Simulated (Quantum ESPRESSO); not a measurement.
# PbF2 (Fluorocronite): modes at Γ and the response to a field, part 2 of 4

Aim: the zone-centre modes of PbF2 (Fluorocronite).

Quantum ESPRESSO 7.5; DFT LDA, scalar-relativistic, plane waves, PseudoDojo norm-conserving pseudopotentials.

So far. Step 2 (A first look): A gap of 4.3 eV opens on this mesh, so the crystal is taken as an insulator; the start stands at -4.5 GPa. Step 4 (Ground state): The cell stands at -0.0030 GPa, close enough for phonons.

The database entry behind the starting cell differs from later determinations by our own check (0.1 to 0.3 % short, probably kX units), so it need not match the best structure at ambient conditions.

## Step 5: Zone-centre response

At q = 0 one unit cell holds all displacements; symmetry groups them into irreducible representations that are solved one by one. The response to a field gives ε∞ and the Born charges, which polar modes need.

Contents of ph.in:

```
phonons
&INPUTPH
  prefix = 'x'
  outdir = './tmp'
  fildyn = 'g.dyn'
  tr2_ph = 1.0d-18
  epsil  = .true.
/
0.000000000000 0.000000000000 0.000000000000
```

Run with:

```sh
> OMP_NUM_THREADS=1 mpirun -n 4 ph.x -nk 4 -in ph.in > ph.out
```

The log of the run:

```text
[banners, grids, parts of the stress and lines that vanish by symmetry left out]
[banner, memory and clock lines left out]
Program PHONON v.7.5

     ./tmp/x.save/

     IMPORTANT: XC functional enforced from input :
     Exchange-correlation= PW
                           (   1   4   0   0   0   0   0)
     Any further DFT definition will be discarded
     Please, verify this is what you really want

     G-vector sticks info

     Reading collected, re-writing distributed wavefunctions in ./tmp/

     Number and degeneracy of irreps per q-point
       N         xq(1)         xq(2)         xq(3)   N irreps
       1   0.000000000   0.000000000   0.000000000       3
        3   3   3

     Calculation of q =    0.0000000   0.0000000   0.0000000

     phonons

     bravais-lattice index     =            2
     lattice parameter (alat)  =      10.9814  a.u.
     unit-cell volume          =     331.0683 (a.u.)^3
     number of atoms/cell      =            3
     number of atomic types    =            2
     kinetic-energy cut-off    =      92.0000  Ry
     charge density cut-off    =     368.0000  Ry
     convergence threshold     =      1.0E-18
     beta                      =       0.7000
     number of iterations used =            4
     Exchange-correlation= PW
                           (   1   4   0   0   0   0   0)

     celldm(1)=   10.98144  celldm(2)=    0.00000  celldm(3)=    0.00000
     celldm(4)=    0.00000  celldm(5)=    0.00000  celldm(6)=    0.00000

     crystal axes: (cart. coord. in units of alat)
               a(1) = ( -0.5000  0.0000  0.5000 )
               a(2) = (  0.0000  0.5000  0.5000 )
               a(3) = ( -0.5000  0.5000  0.0000 )

     reciprocal axes: (cart. coord. in units 2 pi/alat)
               b(1) = ( -1.0000 -1.0000  1.0000 )
               b(2) = (  1.0000  1.0000  1.0000 )
               b(3) = ( -1.0000  1.0000 -1.0000 )

     Atoms inside the unit cell:

     Cartesian axes

     site n.  atom      mass           positions (alat units)
        1  Pb    207.2000   tau(    1) = (    0.00000    0.00000    0.00000  )
        2  F      18.9984   tau(    2) = (   -0.75000    0.75000    0.75000  )
        3  F      18.9984   tau(    3) = (   -0.25000    0.25000    0.25000  )

     Computing dynamical matrix for
                    q = (   0.0000000   0.0000000   0.0000000 )

     49 Sym.Ops. (with q -> -q+G )

     G cutoff = 1124.1039  (  39597 G-vectors)     FFT grid: ( 48, 48, 48)
     number of k points=    29
                       cart. coord. in units 2pi/alat
        k(    1) = (   0.0000000   0.0000000   0.0000000), wk =   0.0039062
        k(    2) = (  -0.1250000   0.1250000  -0.1250000), wk =   0.0312500
        k(    3) = (  -0.2500000   0.2500000  -0.2500000), wk =   0.0312500
        [... further k-points left out ...]

     PseudoPot. # 1 for Pb read from file:
     ./pseudo/Pb.upf
     Pseudo is Norm-conserving + core correction, Zval = 14.0
     Using radial grid of 1638 points,  6 beta functions with:
                l(1) =   0
                l(2) =   0
                l(3) =   1
                l(4) =   1
                l(5) =   2
                l(6) =   2

     PseudoPot. # 2 for F  read from file:
     ./pseudo/F.upf
     Pseudo is Norm-conserving + core correction, Zval =  7.0
     Using radial grid of  824 points,  5 beta functions with:
                l(1) =   0
                l(2) =   0
                l(3) =   1
                l(4) =   1
                l(5) =   2

     Mode symmetry, O_h (m-3m)  point group:

     Electric field:
     Dielectric constant
     Born effective charges as d Force / d E

     Atomic displacements:
     There are    3 irreducible representations

     Representation     1      3 modes -  To be done

     Representation     2      3 modes -  To be done

     Representation     3      3 modes -  To be done

     Alpha used in Ewald sum =   2.8000

     Electric Fields Calculation

      iter #   1   av.it.:   7.4
      thresh= 1.000E-02 alpha_mix =  0.700 |ddv_scf|^2 =  1.062E-07

      iter #   2   av.it.:  14.0
      thresh= 3.259E-05 alpha_mix =  0.700 |ddv_scf|^2 =  6.183E-08

      iter #   3   av.it.:  13.3
      thresh= 2.486E-05 alpha_mix =  0.700 |ddv_scf|^2 =  7.490E-11

      iter #   4   av.it.:  14.0
      thresh= 8.654E-07 alpha_mix =  0.700 |ddv_scf|^2 =  6.014E-13

      iter #   5   av.it.:  13.8
      thresh= 7.755E-08 alpha_mix =  0.700 |ddv_scf|^2 =  2.910E-14

      iter #   6   av.it.:  13.8
      thresh= 1.706E-08 alpha_mix =  0.700 |ddv_scf|^2 =  6.255E-17

      iter #   7   av.it.:  14.1
      thresh= 7.909E-10 alpha_mix =  0.700 |ddv_scf|^2 =  1.537E-18

      iter #   8   av.it.:  14.4
      thresh= 1.240E-10 alpha_mix =  0.700 |ddv_scf|^2 =  1.090E-20

     End of electric fields calculation

          Dielectric constant in cartesian axis

          (       3.444124131       0.000000000       0.000000000 )
          (       0.000000000       3.444124131      -0.000000000 )
          (       0.000000000      -0.000000000       3.444124131 )

          Effective charges (d Force / dE) in cartesian axis without acoustic sum rule applied (asr)

           atom    1  Pb    Mean Z*:        3.22650
      Ex  (        3.22650        0.00000        0.00000 )
      Ey  (        0.00000        3.22650        0.00000 )
      Ez  (        0.00000       -0.00000        3.22650 )
           atom    2  F     Mean Z*:       -1.61312
      Ex  (       -1.61312       -0.00000       -0.00000 )
      Ey  (       -0.00000       -1.61312       -0.00000 )
      Ez  (       -0.00000       -0.00000       -1.61312 )
           atom    3  F     Mean Z*:       -1.61312
      Ex  (       -1.61312       -0.00000        0.00000 )
      Ey  (        0.00000       -1.61312        0.00000 )
      Ez  (        0.00000        0.00000       -1.61312 )

          Effective charges Sum: Mean:        0.00026
              0.00026        0.00000        0.00000
             -0.00000        0.00026        0.00000
             -0.00000        0.00000        0.00026

          Effective charges (d Force / dE) in cartesian axis with asr applied:
           atom    1  Pb    Mean Z*:        3.22641
      E*x (        3.22641        0.00000        0.00000 )
      E*y (        0.00000        3.22641       -0.00000 )
      E*z (        0.00000       -0.00000        3.22641 )
           atom    2  F     Mean Z*:       -1.61320
      E*x (       -1.61320       -0.00000       -0.00000 )
      E*y (       -0.00000       -1.61320       -0.00000 )
      E*z (       -0.00000       -0.00000       -1.61320 )
           atom    3  F     Mean Z*:       -1.61320
      E*x (       -1.61320        0.00000        0.00000 )
      E*y (        0.00000       -1.61320        0.00000 )
      E*z (        0.00000        0.00000       -1.61320 )

     Representation #   1 modes #   1   2   3

     Self-consistent Calculation

      iter #   1   av.it.:   7.9
      thresh= 1.000E-02 alpha_mix =  0.700 |ddv_scf|^2 =  6.431E-07

      iter #   2   av.it.:  14.0
      thresh= 8.020E-05 alpha_mix =  0.700 |ddv_scf|^2 =  7.994E-09

      iter #   3   av.it.:  14.0
      thresh= 8.941E-06 alpha_mix =  0.700 |ddv_scf|^2 =  2.775E-11

      iter #   4   av.it.:  14.5
      thresh= 5.268E-07 alpha_mix =  0.700 |ddv_scf|^2 =  1.106E-13

      iter #   5   av.it.:  14.4
      thresh= 3.325E-08 alpha_mix =  0.700 |ddv_scf|^2 =  5.861E-16

      iter #   6   av.it.:  14.3
      thresh= 2.421E-09 alpha_mix =  0.700 |ddv_scf|^2 =  9.183E-18

[...]
End of self-consistent calculation

     Convergence has been achieved

     Representation #   2 modes #   4   5   6

     Self-consistent Calculation

[...]
End of self-consistent calculation

     Convergence has been achieved

     Representation #   3 modes #   7   8   9

     Self-consistent Calculation

      iter #   1   av.it.:   8.5
      thresh= 1.000E-02 alpha_mix =  0.700 |ddv_scf|^2 =  1.646E-06

      iter #   2   av.it.:  14.4
      thresh= 1.283E-04 alpha_mix =  0.700 |ddv_scf|^2 =  9.845E-07

      iter #   3   av.it.:  13.5
      thresh= 9.922E-05 alpha_mix =  0.700 |ddv_scf|^2 =  5.308E-10

      iter #   4   av.it.:  13.9
      thresh= 2.304E-06 alpha_mix =  0.700 |ddv_scf|^2 =  7.833E-12

      iter #   5   av.it.:  13.9
      thresh= 2.799E-07 alpha_mix =  0.700 |ddv_scf|^2 =  5.565E-14

      iter #   6   av.it.:  14.1
      thresh= 2.359E-08 alpha_mix =  0.700 |ddv_scf|^2 =  2.679E-16

      iter #   7   av.it.:  13.7
      thresh= 1.637E-09 alpha_mix =  0.700 |ddv_scf|^2 =  8.765E-19

     End of self-consistent calculation

     Convergence has been achieved

     Number of q in the star =    1
     List of q in the star:
          1   0.000000000   0.000000000   0.000000000

          Dielectric constant in cartesian axis

          (       3.444124131       0.000000000       0.000000000 )
          (       0.000000000       3.444124131      -0.000000000 )
          (       0.000000000      -0.000000000       3.444124131 )

          Effective charges (d Force / dE) in cartesian axis without acoustic sum rule applied (asr)

           atom    1  Pb    Mean Z*:        3.22650
      Ex  (        3.22650        0.00000        0.00000 )
      Ey  (        0.00000        3.22650        0.00000 )
      Ez  (        0.00000       -0.00000        3.22650 )
           atom    2  F     Mean Z*:       -1.61312
      Ex  (       -1.61312       -0.00000       -0.00000 )
      Ey  (       -0.00000       -1.61312       -0.00000 )
      Ez  (       -0.00000       -0.00000       -1.61312 )
           atom    3  F     Mean Z*:       -1.61312
      Ex  (       -1.61312       -0.00000        0.00000 )
      Ey  (        0.00000       -1.61312        0.00000 )
      Ez  (        0.00000        0.00000       -1.61312 )

          Effective charges Sum: Mean:        0.00026
              0.00026        0.00000        0.00000
             -0.00000        0.00026        0.00000
             -0.00000        0.00000        0.00026

          Effective charges (d Force / dE) in cartesian axis with asr applied:
           atom    1  Pb    Mean Z*:        3.22641
      E*x (        3.22641        0.00000        0.00000 )
      E*y (        0.00000        3.22641       -0.00000 )
      E*z (        0.00000       -0.00000        3.22641 )
           atom    2  F     Mean Z*:       -1.61320
      E*x (       -1.61320       -0.00000       -0.00000 )
      E*y (       -0.00000       -1.61320       -0.00000 )
      E*z (       -0.00000       -0.00000       -1.61320 )
           atom    3  F     Mean Z*:       -1.61320
      E*x (       -1.61320        0.00000        0.00000 )
      E*y (        0.00000       -1.61320        0.00000 )
      E*z (        0.00000        0.00000       -1.61320 )

     Diagonalizing the dynamical matrix

     q = (    0.000000000   0.000000000   0.000000000 )

 **************************************************************************
     freq (    1) =       0.013190 [THz] =       0.439970 [cm-1]
     freq (    2) =       0.013190 [THz] =       0.439970 [cm-1]
     freq (    3) =       0.013190 [THz] =       0.439970 [cm-1]
     freq (    4) =       3.933857 [THz] =     131.219353 [cm-1]
     freq (    5) =       3.933857 [THz] =     131.219353 [cm-1]
     freq (    6) =       3.933857 [THz] =     131.219353 [cm-1]
     freq (    7) =       7.847538 [THz] =     261.765676 [cm-1]
     freq (    8) =       7.847538 [THz] =     261.765676 [cm-1]
     freq (    9) =       7.847538 [THz] =     261.765676 [cm-1]
 **************************************************************************

     Mode symmetry, O_h (m-3m)  point group:

     freq (   1-   3) =          0.4  [cm-1]   --> T_1u G_15  G_4- I
     freq (   4-   6) =        131.2  [cm-1]   --> T_1u G_15  G_4- I
     freq (   7-   9) =        261.8  [cm-1]   --> T_2g G_25' G_5+ R
```

The job ended after 4.7 min (4 MPI ranks of Arm Neoverse V2, shared host).

This step gave:

* miss of the charge sum rule: 2.60e-4 e
* largest acoustic frequency at the zone centre before the sum rule: 0.44 cm⁻¹
* highest optical zone-centre mode (no LO-TO term): 261.8 cm⁻¹
* lowest optical zone-centre mode: 131.2 cm⁻¹
* mean high-frequency dielectric constant: 3.444
* largest Born charge in size (third of the trace): 3.227 e

Born charge (rows field, columns displacement), before the sum rule (e), principal values of the symmetric part by kind of site:

```csv
atom,atoms with these values,low,middle,high,mean
Pb1,1,3.23,3.23,3.23,3.23
F2,2,-1.61,-1.61,-1.61,-1.61
```

In full for Pb1:

```
3.23 0.00 0.00
0.00 3.23 0.00
0.00 0.00 3.23
```

High-frequency dielectric tensor:

```
3.44 0.00 0.00
0.00 3.44 0.00
0.00 0.00 3.44
```

The acoustic modes at Γ come out as far as 0.4 cm⁻¹ from zero, where they should vanish, a small numerical error; the Born charges miss their sum rule by 2.6e-4 e, which is good.

## Step 6: Zone-centre analysis

A rigid shift of the crystal must cost nothing, but grids and finite bases break this; the acoustic sum rule is imposed before the matrix is diagonalised again. With Born charges the intensities follow, and the static dielectric tensor.

Contents of dynmat.in:

```
&INPUT
  fildyn = 'g.dyn'
  asr    = 'simple'
  fileig = 'dynmat.eig'
  lperm  = .true.
/
```

Run with:

```sh
> dynmat.x -in dynmat.in > dynmat.out
```

The log of the run:

```text
[banner, memory and clock lines left out]
Program DYNMAT v.7.5

     Reading Dynamical Matrix from file g.dyn
     ...Force constants read
     ...epsilon and Z* read
     A direction for q was not specified:TO-LO splitting will be absent

     Polarizability (A^3 units)
     multiply by 0.551053 for Clausius-Mossotti correction
         9.541889    0.000000    0.000000
         0.000000    9.541889   -0.000000
         0.000000   -0.000000    9.541889

     IR activities are in (D/A)^2/amu units

# mode   [cm-1]    [THz]      IR
    1      0.00    0.0000    0.0000
    2      0.00    0.0000    0.0000
    3      0.00    0.0000    0.0000
    4    131.25    3.9349    7.4797
    5    131.25    3.9349    7.4797
    6    131.25    3.9349    7.4797
    7    261.79    7.8482    0.0000
    8    261.79    7.8482    0.0000
    9    261.79    7.8482    0.0000

Electronic dielectric permittivity tensor (relative, adimensional)
         3.444124    0.000000    0.000000
         0.000000    3.444124   -0.000000
         0.000000   -0.000000    3.444124

 ... with zone-center polar mode contributions
        22.319622    0.000000   -0.000000
         0.000000   22.319622    0.000000
        -0.000000    0.000000   22.319622

[end of the log left out, with the tail of the file of modes that dynmat.x writes under the same name]
```

Wall time 0.45 s (1 thread).

Read from the output:

```
mean static dielectric constant : 22.32
```

Unit eigenvectors of the mass-weighted matrix after the sum rule; no LO-TO term. Modes at Γ, with each element's share of the kinetic energy:

```csv
mode,frequency (cm⁻¹),symmetry,Pb %,F %
1,0.0,acoustic,84,16
2,0.0,acoustic,85,15
3,0.0,acoustic,84,16
4,131.2,T1u,15,85
5,131.2,T1u,15,85
6,131.2,T1u,15,85
7,261.8,T2g,0,100
8,261.8,T2g,0,100
9,261.8,T2g,0,100
```

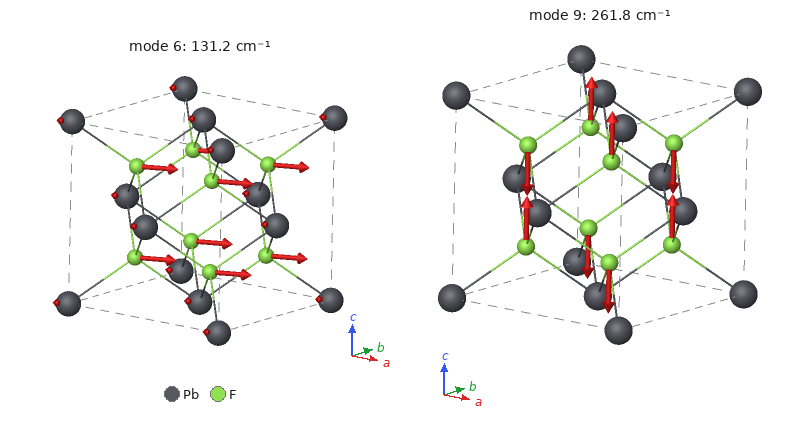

Displacement patterns of modes 6 and 9 at Γ; arrows are exaggerated. Some periodic images of atoms are drawn too.

Degenerate modes summed, no LO-TO term. Infrared lines, with heights relative to the strongest:

```csv
position (cm⁻¹),lines merged,label,"IR intensity, relative"
131,3,T1u,100
262,3,T2g,0.0
```

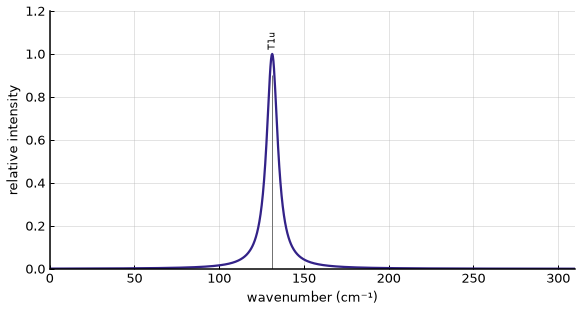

The infrared spectrum, broadened with Lorentzians of width 8 cm⁻¹; bars mark the lines.

Static dielectric tensor (ions relaxed, fixed cell):

```
22.32  0.00  0.00
 0.00 22.32  0.00
 0.00  0.00 22.32
```

The rule moves no optical mode by more than 0.1 cm⁻¹.

## Step 7: The LO-TO splitting (1 0 0)

A longitudinal polar mode sets up a macroscopic field that stiffens it; the term hangs on the direction from which q goes to zero.

Contents of dynmat.in:

```
&INPUT
  fildyn = 'g.dyn'
  asr    = 'simple'
  fileig = 'dynmat.eig'
  q(1)   = 1.0
  q(2)   = 0.0
  q(3)   = 0.0
/
```

Run with:

```sh
> dynmat.x -in dynmat.in > dynmat.out
```

The log of the run:

```text
[banner, memory and clock lines left out]
Program DYNMAT v.7.5

     Reading Dynamical Matrix from file g.dyn
     ...Force constants read
     ...epsilon and Z* read

     Polarizability (A^3 units)
     multiply by 0.551053 for Clausius-Mossotti correction
         9.541889    0.000000    0.000000
         0.000000    9.541889   -0.000000
         0.000000   -0.000000    9.541889

     IR activities are in (D/A)^2/amu units

# mode   [cm-1]    [THz]      IR
    1     -0.00   -0.0000    0.0000
    2     -0.00   -0.0000    0.0000
    3      0.00    0.0000    0.0000
    4    131.25    3.9349    7.4797
    5    131.25    3.9349    7.4797
    6    261.79    7.8482    0.0000
    7    261.79    7.8482    0.0000
    8    261.79    7.8482    0.0000
    9    334.13   10.0169    7.4797

[end of the log left out, with the tail of the file of modes that dynmat.x writes under the same name]
```

Wall time 0.44 s (1 thread).

Numbers from this step:

- highest mode moved by the LO-TO term: 334.1 cm⁻¹

Zone-centre frequencies as printed; negative means imaginary. Modes:

```csv
mode,frequency (cm⁻¹)
1,0
2,0
3,0
4,131.2
5,131.2
6,261.8
7,261.8
8,261.8
9,334.1
```

The field moves one mode, from 131 to 334 cm⁻¹; the others stay.

## Step 8: Self-consistent run for the response, volume × 0.94

Bonds stiffen under compression, so frequencies follow the volume; the atoms are not relaxed anew.

Contents of scf.in:

```
&CONTROL
  calculation = 'scf'
  prefix      = 'x'
  outdir      = './tmp'
  pseudo_dir  = './pseudo'
  tprnfor     = .true.
  tstress     = .true.
/
&SYSTEM
  ibrav       = 2
  celldm(1)   = 10.7572635
  nat         = 3
  ntyp        = 2
  ecutwfc     = 92.0
  occupations = 'fixed'
  nbnd        = 16
/
&ELECTRONS
  conv_thr         = 1.0d-12
  mixing_beta      = 0.7
  electron_maxstep = 100
/
ATOMIC_SPECIES
 Pb    207.2000  Pb.upf
 F      18.9984  F.upf
ATOMIC_POSITIONS crystal
 Pb     0.000000000   0.000000000   0.000000000
 F      0.750000000   0.750000000   0.750000000
 F      0.250000000   0.250000000   0.250000000
K_POINTS automatic
 8 8 8 0 0 0
```

Run with:

```sh
> OMP_NUM_THREADS=1 mpirun -n 4 pw.x -nk 4 -in scf.in > scf.out
```

The log of the run:

```text
[banners, grids, parts of the stress and lines that vanish by symmetry left out]
[banner, memory and clock lines left out]
Program PWSCF v.7.5

[...]
kinetic-energy cutoff     =      92.0000  Ry
     charge density cutoff     =     368.0000  Ry
     scf convergence threshold =      1.0E-12
[...]
Exchange-correlation= SLA  PW   NOGX NOGC
                           (   1   4   0   0   0   0   0)
[...]
48 Sym. Ops., with inversion, found
[...]
number of k points=    29
[...]
End of self-consistent calculation
[...]
highest occupied, lowest unoccupied level (ev):     6.8686   11.0890
!    total energy              =    -238.99746105 Ry
[...]
convergence has been achieved in  14 iterations
[...]
atom    1 type  1   force =    -0.00000000   -0.00000000   -0.00000000
     atom    2 type  2   force =    -0.00000000   -0.00000000    0.00000000
     atom    3 type  2   force =     0.00000000    0.00000000    0.00000000
     Total force =     0.000000     Total SCF correction =     0.000000
[...]
total   stress  (Ry/bohr**3)                   (kbar)     P=       63.10
[...]
XML data file, charge density, pseudopotentials, collected wavefunctions
```

Run time: 12 s. Hardware: 4 MPI ranks.

Numbers from this step:

```
volume per atom   : 15.37 Å³
pressure          : 6.31 GPa
gap on the k-mesh : 4.220 eV
```

(Part 2 of 4 ends here.)

[Host names and launcher messages were left out of these logs when they were recorded.]

[Logs are printed without paths, hosts, clocks, repeated set-up lines and the standing remarks that a program may print on its own settings, such as how far it seeks lower states.]

[Hosts, paths, dates, database ids (printed as entryN), source tags and the programs' standing remarks are cut or masked in the printed files.]
